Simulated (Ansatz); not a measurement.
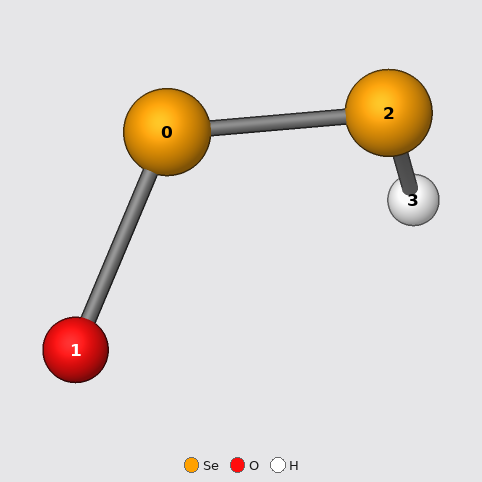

Starting geometry of the run. Atoms are numbered from 0, in the order of the input.

Ansatz 0.2.0 input:

```yaml
crystal:
  periodic: [false, false, false]
  atoms:
    - {symbol: Se, position_ang: [-0.043001, 0.110154, 0.968627]}
    - {symbol: O, position_ang: [-1.887279, -0.059394, 0.583509]}
    - {symbol: Se, position_ang: [1.115500, -0.503174, -0.227191]}
    - {symbol: H, position_ang: [0.814770, 0.452413, -1.324945]}
basis:
  gaussian: {orbitals: def2-SVPD}
total_charge: -1
hamiltonian: {xc: pbe, dispersion: d4}
relax: {f_tol: 0.03, max_steps: 250}
```

It was started with:

```sh
ansatz run in.yaml --threads 2 --pin off --events-out ev --progress --plain --max-ram 4352MiB
```

Result (its end):

```
mean field -132724.86044933 eV, -4877.5486573712 hartree, gradient 1.9e-5 eV, S^2 0.000000; 2 other end points of the search recorded, 0 dependent functions left out
the calculation of the forces begins
reference -132724.86049336 eV, -4877.5486589895 hartree; 39, 39 occupied and 74, 74 virtual orbitals, 1151 factors
Total energy: -132724.96621352 eV, -4877.5525441336 hartree
Atom 0 at    -0.364067     0.249331     1.211347 Å, force     0.005925     0.012336     0.019423 eV/Å
Atom 1 at    -1.998376    -0.134637     0.811819 Å, force     0.002012    -0.013634    -0.008145 eV/Å
Atom 2 at     1.224122    -0.611046    -0.506465 Å, force    -0.024146    -0.002644     0.001000 eV/Å
Atom 3 at     1.138310     0.496350    -1.516701 Å, force     0.016210     0.003943    -0.012278 eV/Å
Dipole moment:     0.719983     0.092723    -0.108232 e Å
```
